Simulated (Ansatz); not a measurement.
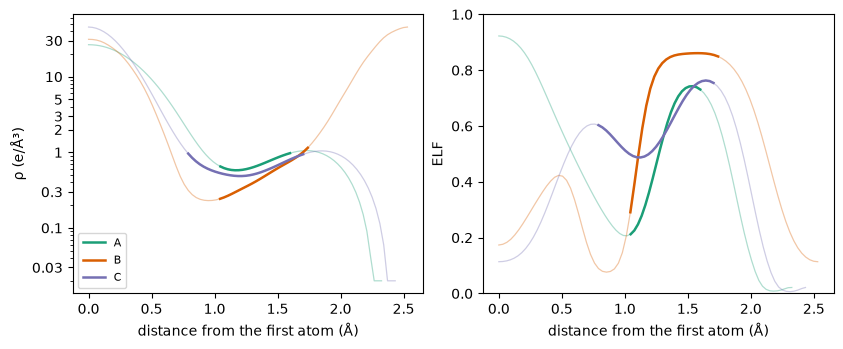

Figure 1: MgCdSeS2. Valence electron density and ELF along straight lines between neighbouring atoms. Thin, pale parts lie inside the atomic spheres.

Space group Immm; a structure generated by program, which may or may not match a known phase.

Computed with Ansatz 0.2.0, DFT PBE, scalar-relativistic, plane waves, PAW.

In a PAW calculation such maps are meaningful between the atoms, not at the nuclei.

The calculation's input:

```
crystal:
  lattice:
    - [-2.5216400195, 3.0502888167, 4.7654237324]
    - [2.5216400195, -3.0502888167, 4.7654237324]
    - [2.5216400195, 3.0502888167, -4.7654237324]
  atoms:
    - { symbol: Mg, position: [0.0, 0.5, 0.5] }
    - { symbol: Cd, position: [0.5, 0.5, 0.0] }
    - { symbol: Se, position: [0.0, 0.0, 0.0] }
    - { symbol: S, position: [0.7442763372, 0.7442763372, 0.0] }
    - { symbol: S, position: [0.2557236628, 0.2557236628, 0.0] }
basis:
  ecutwfc: 420
kpoints:
  mp_grid: { grid: [10, 10, 10] }
hamiltonian:
  xc: pbe
scf:
  occupations: { method: gaussian, width: 0.1 }
output:
  forces: true
  stress: true
  eigenvalues: true
  write_density: true
  write_potential: true
  elf: true
  volumetric_format: npy
relax:
  adjacent_minimum: "off"
  f_tol: 0.01
  max_steps: 80
  cell: { stress_tol: 0.05 }
```

Command:

```sh
ansatz run input.yaml --threads 1 --pin off --max-ram 2560MiB --backend cpu --events-out ev --progress --plain --runs-dir out
```

Below, planes, directions and counts refer to the conventional cell (a = 5.06 Å, b = 6.08 Å, c = 9.52 Å, α = 90.00°, β = 90.00°, γ = 90.00°).

The fields are those of the relaxed geometry.

**Which curve belongs to which contact (Cd–S, Mg–Se and Se–S)? The first atom named is at distance zero.**

Curve A: Cd–S (2.33 Å): ρ is about 0.58 e/Å³ halfway; the ELF peaks at about 0.75 in the valence shell of S, 0.8 Å from its nucleus, and is about 0.30 at the midpoint. Curve B: Mg–Se (2.53 Å): the density is about 0.36 e/Å³ at the midpoint; the ELF is about 0.80 at the midpoint. Curve C: Se–S (2.43 Å): ρ at the midpoint is about 0.49 e/Å³; the ELF peaks at about 0.75 in the valence shell of S, 0.8 Å from its nucleus, and drops to about 0.50 between the two atoms.
